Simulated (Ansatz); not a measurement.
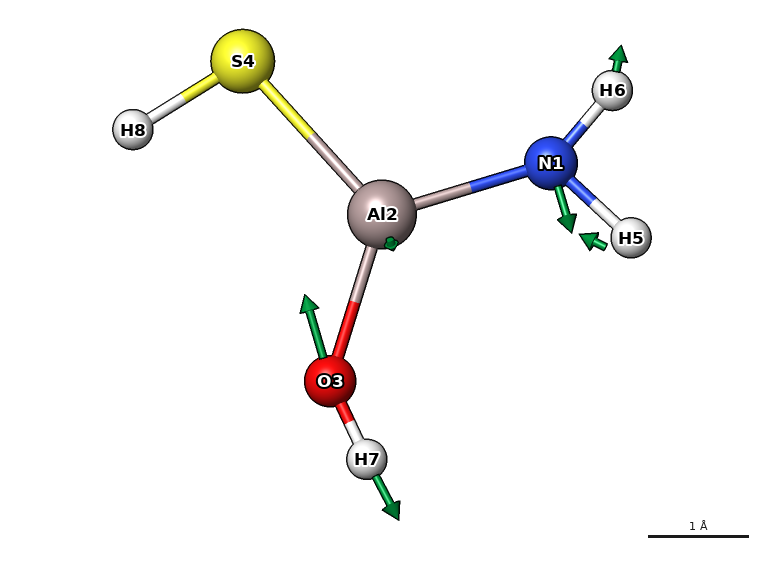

Arrows show the forces on the atoms, 0.1 Å of arrow for 1 eV/Å; forces under a tenth of the largest aren't drawn. Level of theory: r2SCAN-D4/def2-TZVPP (Ansatz 0.2.0).

Question: On which atom is the force largest, and how large is it?

Answer: On O3: 6.85 eV/Å.

Question: Which bond do the forces act along most?

Answer: O3–H7, now 0.879 Å: the forces push its atoms apart, so a first step downhill lengthens it.

List the force components in the frame of the picture (x right, y up, z towards the viewer), in eV/Å.

| atom | Fx | Fy | Fz |
| --- | --- | --- | --- |
| N1 | 1.44 | −4.84 | 1.09 |
| Al2 | 0.41 | −1.29 | −0.96 |
| O3 | −1.93 | 6.56 | −0.51 |
| S4 | 0.35 | 0.33 | 0.15 |
| H5 | −2.78 | 1.38 | −0.52 |
| H6 | 0.55 | 2.83 | −0.15 |
| H7 | 2.41 | −4.59 | 0.80 |
| H8 | −0.46 | −0.37 | 0.10 |
